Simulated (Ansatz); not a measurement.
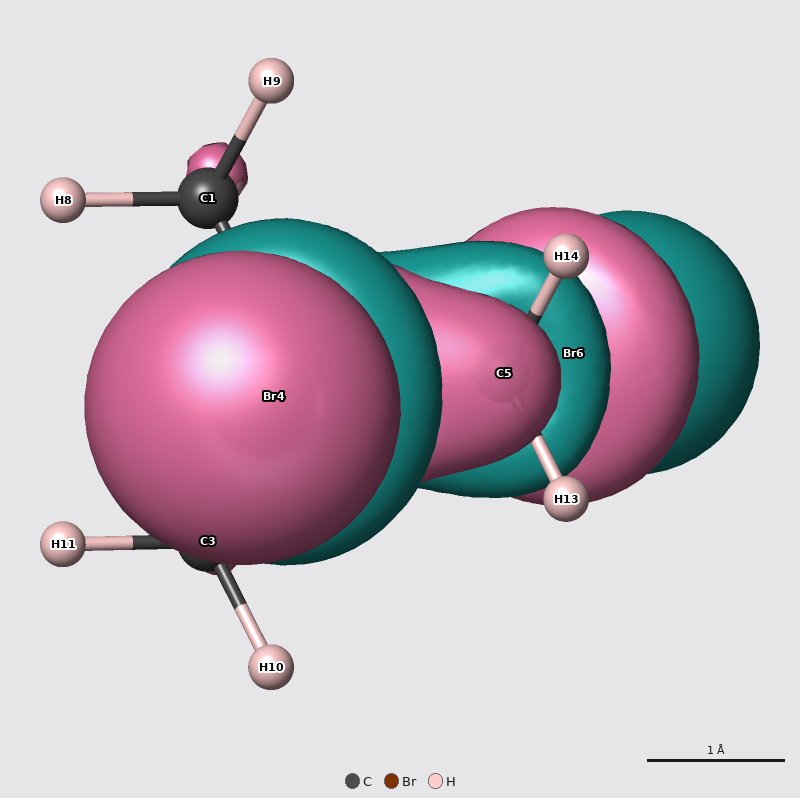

Figure 1: C$_{4}$H$_{8}$Br$_{2}$ (SMILES CC(C)(Br)CBr). One frontier orbital at ±0.1 Å⁻³ᐟ² (teal and pink are the two phases), seen at a tilt.

Geometry: PBE0-D4/def2-TZVP.

The calculation used RKS PBE0-D4/def2-TZVPP (Ansatz 0.2.0).

```xyz
14

C    -0.2218   -0.5973    1.3196
C    -0.0265   -0.3095   -0.1522
C    -1.1627    0.4965   -0.7410
Br    0.0143   -2.0607   -1.1005
C     1.3397    0.2648   -0.4712
Br    1.6118    2.0239    0.3387
H    -0.2349    0.3468    1.8705
H    -1.1691   -1.1101    1.4865
H     0.5845   -1.2171    1.7140
H    -1.0256    0.6539   -1.8115
H    -2.1141   -0.0114   -0.5824
H    -1.2023    1.4719   -0.2491
H     1.4702    0.4117   -1.5403
H     2.1366   -0.3632   -0.0813
```

> Which orbital is it: HOMO or LUMO?

The LUMO, at −0.75 eV. By Hirshfeld shares it lies mainly on Br4 (about 35 %), Br6 (about 20 %), C2 (about 20 %) and C5 (about 10 %).
